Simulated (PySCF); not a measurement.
Br$_{4}$In (charge −1)

The calculation's input:

```
{"job": {"kind": "uv", "xc": "B3LYP", "basis": "def2-SVPD", "ip": false, "nstates": 10}, "charge": -1, "multiplicity": 1}
In     0.014123    -0.015066     0.022622
Br    -0.153917    -0.081521     2.559254
Br     2.443032    -0.022512    -0.707623
Br    -1.104546     2.045455    -0.943137
Br    -1.123842    -2.036836    -0.993246
```

Command:

```sh
OMP_NUM_THREADS=1 python probes_run.py task.json out
```

Geometry: PBE0-D3(BJ)/def2-SVP; core potentials replace the inner electrons of In.

Theory: B3LYP/def2-SVPD, SCF density, gas phase, scalar-relativistic core potentials on the heavy atoms in PySCF 2.14.0.

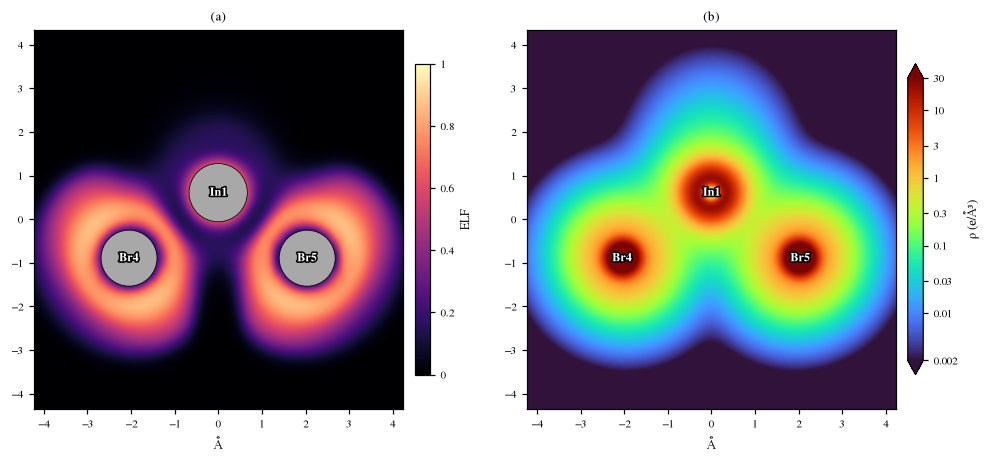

Figure 1. (a) ELF; (b) electron density on the plane of atoms Br4, In1 and Br5. Grey discs cover the atomic cores in the ELF map.

Read the bonding off the picture.

Answer.
- Atoms in the plane: In and Br.
- In–Br (2.53 Å): ρ is about 0.44 e/Å³ halfway; the ELF peaks at about 0.75 in the valence shell of Br, 1.0 Å from its nucleus, and drops to about 0.15 between the two atoms.
- The ELF also peaks beside Br4 and Br5, away from the bonds: lone-pair regions.

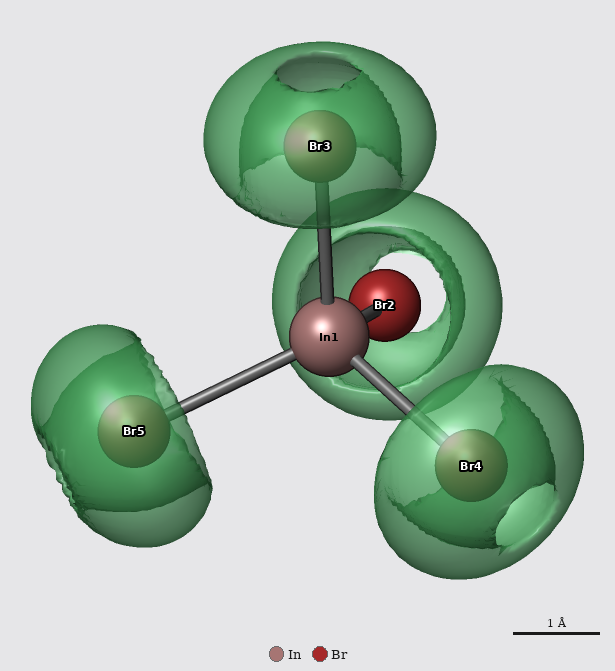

Figure 2. Isosurface of the electron localisation function at 0.8 (green), seen at an oblique angle. Core shells and regions of very low density are left out.

Describe the localisation domains.

Answer. The ELF exceeds this value in four rings or bowls of non-bonding electrons around Br.
